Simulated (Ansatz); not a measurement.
```yaml
atoms:
  - { symbol: N, position_ang: [-0.4640, 2.7381, -0.7207] }
  - { symbol: In, position_ang: [0.8616, 1.2628, -0.1122] }
  - { symbol: O, position_ang: [-0.1223, -0.4642, 0.1618] }
  - { symbol: Si, position_ang: [0.1407, -1.9803, 0.6810] }
  - { symbol: H, position_ang: [0.0045, 3.5382, -1.1329] }
  - { symbol: H, position_ang: [-1.0933, 2.3620, -1.4260] }
  - { symbol: H, position_ang: [-0.6375, -2.9455, -0.1451] }
  - { symbol: H, position_ang: [1.5833, -2.3618, 0.5903] }
  - { symbol: H, position_ang: [-0.2732, -2.1493, 2.1038] }
```

Geometry: PBE0-D4/def2-TZVP; core potentials replace the inner electrons of In.

Method: Ansatz 0.2.0, UKS PBE0-D4/def2-TZVPP.

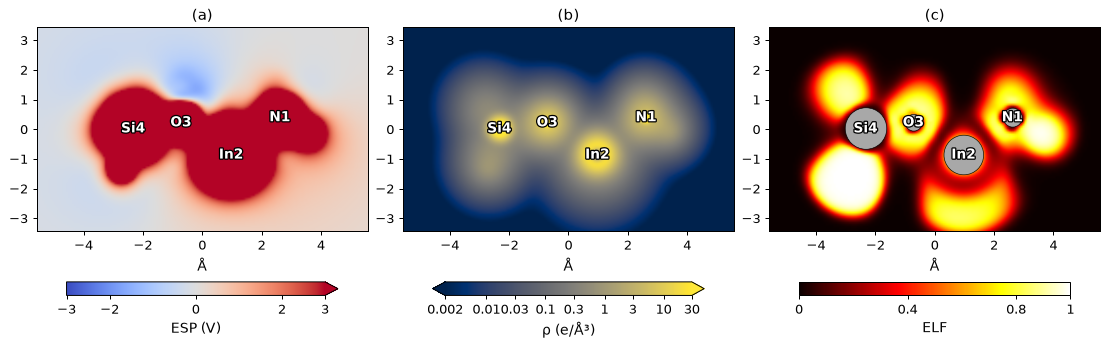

H5InNOSi (SMILES [NH2][In][O][SiH3]) (doublet). (a) molecular electrostatic potential; (b) electron density; (c) electron localisation function on the plane of atoms N1, In2 and O3. Grey discs cover the atomic cores in the ELF map.

Interpret the plot.

Atoms in the plane: N, In, O and Si.
Si–O (1.62 Å): the density is about 1.2 e/Å³ at the midpoint; the ELF peaks at about 0.85 between the atoms (a short, strongly polar bond).
In–O (2.01 Å): ρ is about 0.71 e/Å³ halfway; the ELF peaks at about 0.85 in the valence shell of O, 0.6 Å from its nucleus, and drops to about 0.15 between the two atoms.
In–N (2.07 Å): ρ at the midpoint is about 0.7 e/Å³; the ELF peaks at about 0.85 in the valence shell of N, 0.6 Å from its nucleus, and drops to about 0.15 between the two atoms.
The ELF also peaks beside O3, away from the bonds: non-bonding electrons, paired or unpaired.
Outside the dense part of the molecule the potential is most negative (−1.6 V) near O3.
